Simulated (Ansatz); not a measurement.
# H3InO3 (SMILES [OH][In]([OH])[OH]): what the fields show

Input file:

```
crystal:
  periodic: [false, false, false]
  atoms:
    - {symbol: O, position_ang: [-1.905633, 0.445690, -0.146566]}
    - {symbol: In, position_ang: [0.008430, -0.009966, -0.006308]}
    - {symbol: O, position_ang: [0.989115, 0.352292, 1.666424]}
    - {symbol: O, position_ang: [0.942763, -0.827666, -1.539095]}
    - {symbol: H, position_ang: [-2.245059, 0.837316, 0.662577]}
    - {symbol: H, position_ang: [1.911103, 0.087557, 1.610307]}
    - {symbol: H, position_ang: [0.360681, -0.953125, -2.293239]}
basis:
  gaussian: {orbitals: def2-TZVPP}
hamiltonian: {xc: pbe0, dispersion: d4}
output: {orbitals: {seedname: orbitals}}
```

Run with:

```sh
ansatz run in.yaml --threads 2 --pin off --events-out ev --progress --plain --max-ram 32768MiB --backend cpu
```

Geometry: PBE0-D4/def2-TZVP; core potentials replace the inner electrons of In.

The calculation used RKS PBE0-D4/def2-TZVPP (Ansatz).

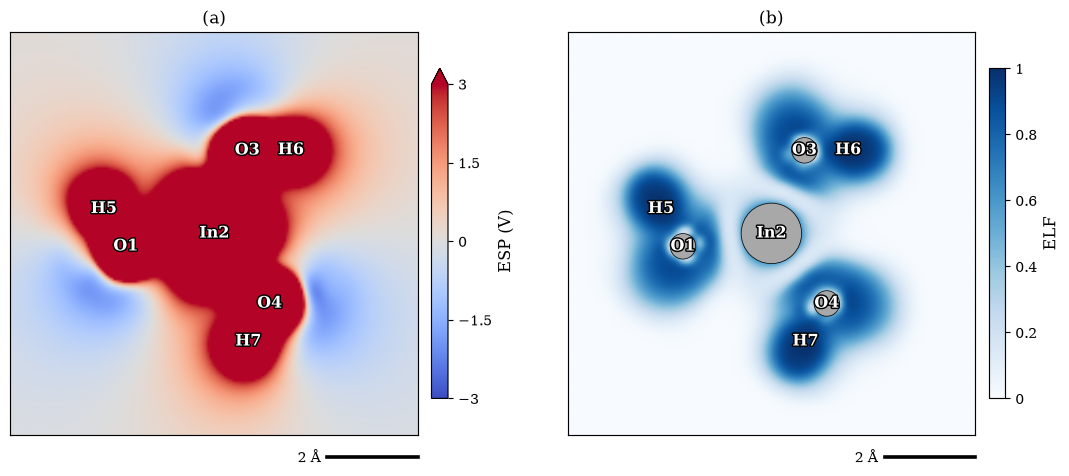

Figure 1. (a) electrostatic potential; (b) ELF on the molecular plane. Grey discs cover the atomic cores in the ELF map.

Read the bonding off the picture.

Answer. Atoms in the plane: O, In and H.
In–O (1.97 Å): the ELF peaks at about 0.80 in the valence shell of O, 0.6 Å from its nucleus, and drops to about 0.15 between the two atoms.
O–H (0.96 Å): the ELF climbs to about 1 towards the hydrogen, as it does in any bond to H (an ordinary covalent bond to hydrogen).
The ELF also peaks beside O4, O1 and O3, away from the bonds: lone-pair regions.
Outside the dense part of the molecule the potential is most negative (−2.1 V) near O1, O3 and O4.

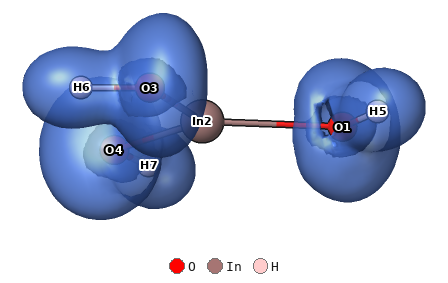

Figure 2. Isosurface of the electron localisation function at 0.75 (blue), seen from one side. Core shells and regions of very low density are left out.

Identify the bonds, lone pairs and shells in this picture.

Answer. At this value the surface marks out three joined regions spread over several atoms (H, O), in which their bonds and any lone pairs are merged.

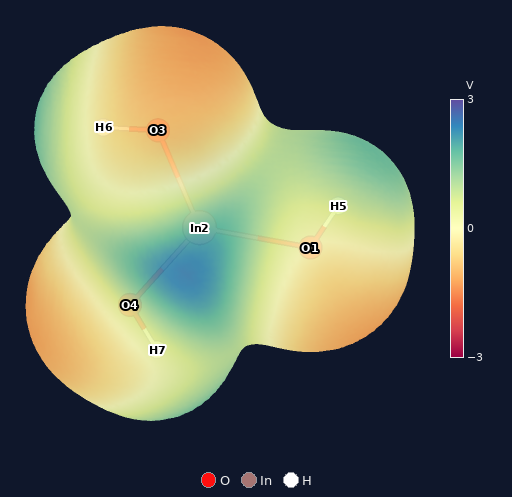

Figure 3. The electrostatic potential painted on the density surface at 0.001 e/bohr³, seen at a tilt; the colour scale runs from red (negative) to blue (positive).

Which sites attract a positive test charge, and which a negative one?

Answer. A positive charge is drawn to the negative regions and a negative charge to the positive ones. The most negative region (about −1.3 V) lies over O1, O3 and O4, the most positive (about +2.4 V) over In2.
